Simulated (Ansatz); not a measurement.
# AlH3 (singlet): correlated methods under varied settings at a displaced geometry (v1)

Aim: run AlH3 (singlet) at one geometry under a spread of methods and options, and see what each costs and gives.

The runs use Ansatz 0.2.0, Gaussian basis; the settings change from run to run.

25 further runs of the same task are left out: 8 for a known fault of the program, 6 that didn't finish, 11 set aside as unsound or not needed.

## 1. The geometry

The geometry is a PBE0/def2-TZVP stationary point (not a proven minimum) with its atoms shifted at random (size 0.040 Å).

4 atoms, charge 0, spin multiplicity 1.

Atoms are counted from 1 here; the program's logs count them from 0.

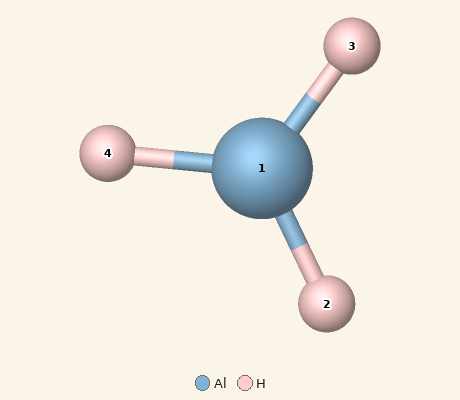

The geometry (aluminium light blue, hydrogen pink); atoms are numbered from 1 in the order of the file.

Coordinates:

```xyz
4
AlH3
Al    0.0003   -0.0002    0.0030
H     1.5853   -0.0013   -0.0083
H    -0.7585    1.4087   -0.0536
H    -0.8352   -1.4007   -0.0181
```

## 2. BCCD on UHF/cc-pVDZ

in.yaml

```yaml
crystal:
  periodic: [false, false, false]
  atoms:
    - {symbol: Al, position_ang: [0.000314, -0.000248, 0.002986]}
    - {symbol: H, position_ang: [1.585257, -0.001339, -0.008250]}
    - {symbol: H, position_ang: [-0.758478, 1.408714, -0.053571]}
    - {symbol: H, position_ang: [-0.835185, -1.400740, -0.018105]}
basis:
  gaussian: {orbitals: cc-pVDZ}
magnetization: {spin_polarized: true, initial_magnetization: 0}
correlation: {method: bccd, electrons: valence}
output: {forces: true}
```

The run is started by

```console
ansatz run in.yaml --threads 1 --pin off --events-out ev --progress --plain --max-ram 2393MiB
```

Output (excerpt; [...] marks lines left out):

```text
Functional definition: HF
  name "HF"
  cite "Fock, Z. Phys. 61, 126 (1930) doi:10.1007/BF01340294"
  parent pbe
[...]
308 factors; integrals over basis functions are off by at most 1.1e-3 eV
[...]
mean field -6629.53837480 eV, -243.6310416115 hartree, gradient 1.4e-6 eV, S^2 0.000000; 0 other end points of the search recorded, 0 dependent functions left out
5 core orbitals not correlated: weight in the atoms' cores, before any rotation towards them, 1.000 or more for the frozen orbitals, at most 0.000 for the correlated occupied ones
reference -6629.53837480 eV, -243.6310416115 hartree; 3, 3 occupied and 25, 25 virtual orbitals, 308 factors
second order -2.09023210 eV of doubles, -0.00000000 eV of singles
cycle   1  -2.56984037 eV  change   -4.8e-1 eV  update   5.1e-2
[...]
cycle   9  -2.75295458 eV  change    2.0e-6 eV  update   1.3e-6
[...]
Total energy: -6632.29132939 eV, -243.7322108264 hartree
Atom 0 at     0.000314    -0.000248     0.002986 Å, force    -0.334888    -0.226341    -0.164207 eV/Å
Atom 1 at     1.585257    -0.001339    -0.008250 Å, force     0.029799    -0.056279     0.051634 eV/Å
Atom 2 at    -0.758478     1.408714    -0.053571 Å, force     0.031223    -0.185930     0.056587 eV/Å
Atom 3 at    -0.835185    -1.400740    -0.018105 Å, force     0.273867     0.468550     0.055985 eV/Å
Dipole moment:     0.003754    -0.002639     0.029248 e Å
```

It took 1.4 s on 1 thread of Intel Xeon Platinum 8375C at 2.90GHz, shared host.

From the report: ⟨S²⟩ of the determinant 0.000 (pure singlet: 0.00); correlation -2.7530 eV; largest double amplitude 0.04.

## 3. CCSDT(Q)/B on RHF/6-31G

Changes to in.yaml since step 2:

```diff
@@ -8,5 +8,7 @@
 basis:
-  gaussian: {orbitals: cc-pVDZ}
-magnetization: {spin_polarized: true, initial_magnetization: 0}
-correlation: {method: bccd, electrons: valence}
+  gaussian: {orbitals: 6-31G}
+magnetization: {spin_polarized: false}
+correlation: {method: ccsdt_q_b, electrons: valence}
+accuracy: high
+scf: {omitted_lower_state_checks: [cluster_reference]}
 output: {forces: true}
```

Same command.

Output (excerpt; [...] marks lines left out):

```text
Functional definition: HF
  name "HF"
  cite "Fock, Z. Phys. 61, 126 (1930) doi:10.1007/BF01340294"
  parent pbe
[...]
416 factors; integrals over basis functions are off by at most 2.7e-9 eV
[...]
mean field -6628.35793415 eV, -243.5876612175 hartree, gradient 6.9e-8 eV, S^2 0.000000; 0 other end points of the search recorded, 0 dependent functions left out
5 core orbitals not correlated: weight in the atoms' cores, before any rotation towards them, 1.000 or more for the frozen orbitals, at most 0.000 for the correlated occupied ones
reference -6628.35793415 eV, -243.5876612175 hartree; 3, 3 occupied and 11, 11 virtual orbitals, 416 factors
second order -1.14511499 eV of doubles, -0.00000000 eV of singles
cycle   1  -1.45860670 eV  change   -3.1e-1 eV  update   5.0e-2
[...]
cycle  19  -1.65126982 eV  change  -6.5e-10 eV  update  6.2e-10
perturbative correction -0.00064570 eV, -0.0000237292 hartree
[...]
Total energy: -6630.00984967 eV, -243.6483679932 hartree
Atom 0 at     0.000314    -0.000248     0.002986 Å, force    -0.358374    -0.251584    -0.128446 eV/Å
Atom 1 at     1.585257    -0.001339    -0.008250 Å, force     0.528027    -0.053889     0.045126 eV/Å
Atom 2 at    -0.758478     1.408714    -0.053571 Å, force    -0.198866     0.247047     0.036355 eV/Å
Atom 3 at    -0.835185    -1.400740    -0.018105 Å, force     0.029213     0.058426     0.046964 eV/Å
Dipole moment:     0.003339    -0.003367     0.029608 e Å
Checks for a lower state left out: cluster_reference
```

Run time: 1.3 s. Hardware: 1 thread of Intel Xeon Platinum 8375C at 2.90GHz, shared host.

From the report: correlation -1.6519 eV; T1 0.011; largest double amplitude 0.04.

## 4. NEVPT2(4,9)/cc-pVDZ

in.yaml

```yaml
crystal:
  periodic: [false, false, false]
  atoms:
    - {symbol: Al, position_ang: [0.000314, -0.000248, 0.002986]}
    - {symbol: H, position_ang: [1.585257, -0.001339, -0.008250]}
    - {symbol: H, position_ang: [-0.758478, 1.408714, -0.053571]}
    - {symbol: H, position_ang: [-0.835185, -1.400740, -0.018105]}
basis:
  gaussian: {orbitals: cc-pVDZ}
correlation: {method: sc_nevpt2, electrons: outside_noble_gas, active_space: {window: {electrons: 4, orbitals: 9}}}
```

Launched as before.

Output (excerpt; [...] marks lines left out):

```text
Functional definition: HF
  name "HF"
  cite "Fock, Z. Phys. 61, 126 (1930) doi:10.1007/BF01340294"
  parent pbe
[...]
308 factors; integrals over basis functions are off by at most 1.1e-3 eV
[...]
mean field -6629.53837480 eV, -243.6310416115 hartree, gradient 3.1e-7 eV, S^2 0.000000; 0 other end points of the search recorded, 0 dependent functions left out
reference -6629.53837480 eV, -243.6310416115 hartree; 8, 8 occupied and 25, 25 virtual orbitals, 308 factors
state -6631.04437190 eV, -243.6863859841 hartree
state -6631.04437190 eV, -243.6863859841 hartree; corrected -6631.89111734 eV, -243.7175033049 hartree
state -6631.04101312 eV, -243.6862625511 hartree
state -6631.04101312 eV, -243.6862625511 hartree; corrected -6631.89215383 eV, -243.7175413955 hartree
state -6631.04101312 eV, -243.6862625511 hartree; corrected -6631.89215383 eV, -243.7175413955 hartree
state -6631.04418592 eV, -243.6863791495 hartree
state -6631.04418592 eV, -243.6863791495 hartree; corrected -6631.89251500 eV, -243.7175546681 hartree
state -6631.04418592 eV, -243.6863791495 hartree; corrected -6631.89251500 eV, -243.7175546681 hartree
WARN: the results are in doubt because another end's mean lies 0.000 eV lower, and its corrected mean 0.001 eV higher
Total energy: -6631.89251500 eV, -243.7175546681 hartree
In doubt: another end's mean lies 0.000 eV lower, and its corrected mean 0.001 eV higher
```

Run time: 15 s. Hardware: 1 thread of Intel Xeon Platinum 8375C at 2.90GHz, shared host.

From the report: 1,296 determinants; active occupations 1.97, 1.96, 0.03, 0.01, 0.01, 0.01, 0.01, 0.01, 0.01. The program marks this result as in doubt; its last lines say why.

## 5. CCSDT on RHF/aug-cc-pVDZ

Changes to in.yaml since step 4:

```diff
@@ -8,3 +8,6 @@
 basis:
-  gaussian: {orbitals: cc-pVDZ}
-correlation: {method: sc_nevpt2, electrons: outside_noble_gas, active_space: {window: {electrons: 4, orbitals: 9}}}
+  gaussian: {orbitals: aug-cc-pVDZ}
+magnetization: {spin_polarized: false}
+correlation: {method: ccsdt, electrons: valence, diis_vectors: 2}
+accuracy: high
+output: {forces: true}
```

The command is unchanged.

Output (excerpt; [...] marks lines left out):

```text
Functional definition: HF
  name "HF"
  cite "Fock, Z. Phys. 61, 126 (1930) doi:10.1007/BF01340294"
  parent pbe
[...]
1052 factors; integrals over basis functions are off by at most 3.8e-9 eV
[...]
mean field -6629.55938852 eV, -243.6318138513 hartree, gradient 7.5e-8 eV, S^2 0.000000; 0 other end points of the search recorded, 0 dependent functions left out
5 core orbitals not correlated: weight in the atoms' cores, before any rotation towards them, 1.000 or more for the frozen orbitals, at most 0.000 for the correlated occupied ones
reference -6629.55938852 eV, -243.6318138513 hartree; 3, 3 occupied and 46, 46 virtual orbitals, 1052 factors
second order -2.20096647 eV of doubles, -0.00000000 eV of singles
cycle   1  -2.69597103 eV  change   -5.0e-1 eV  update   5.5e-2
[...]
cycle  25  -2.93922096 eV  change  -8.0e-11 eV  update  2.9e-10
[...]
Total energy: -6632.49860948 eV, -243.7398282292 hartree
Atom 0 at     0.000314    -0.000248     0.002986 Å, force    -0.333504    -0.226071    -0.159767 eV/Å
Atom 1 at     1.585257    -0.001339    -0.008250 Å, force     0.095852    -0.055836     0.050927 eV/Å
Atom 2 at    -0.758478     1.408714    -0.053571 Å, force    -0.000284    -0.126493     0.053980 eV/Å
Atom 3 at    -0.835185    -1.400740    -0.018105 Å, force     0.237936     0.408400     0.054861 eV/Å
Dipole moment:     0.004226    -0.002334     0.028184 e Å
```

Run time: 29 s. Hardware: 1 thread of Intel Xeon Platinum 8375C at 2.90GHz, shared host; peak memory 0.33 GiB.

From the report: correlation -2.9392 eV; T1 0.009; largest double amplitude 0.03.

## 6. All runs side by side

Where basis and cores are those of an earlier FCI/cc-pVDZ run (-6632.3344 eV), and the state is the same kind, the miss against it is given. † marks a result that the program doubts.

```tsv
level	correlated	functions	energy (eV)	from FCI (meV)	time
BCCD on UHF/cc-pVDZ	valence	33	-6632.2913	43.1	1.4 s
CCSDT(Q)/B on RHF/6-31G	valence	19	-6630.0098		1.3 s
NEVPT2(4,9)/cc-pVDZ †	outside noble gas	33	-6631.8925	441.9	15 s
CCSDT on RHF/aug-cc-pVDZ	valence	54	-6632.4986		29 s
```

## 7. What came out

| quantity | value |
| --- | --- |
| runs | 4 |
| quickest | CCSDT(Q)/B on RHF/6-31G, 1.3 s |
| slowest | CCSDT on RHF/aug-cc-pVDZ, 29 s |

**Reading.** Total energies in different bases, with other cores or another treatment of relativity can't be set against each other. CCSDT on RHF/aug-cc-pVDZ took 22 times as long as CCSDT(Q)/B on RHF/6-31G; the jobs differ in more than the method. Among the correlated runs with a miss given, it spans +43 to +442 meV.
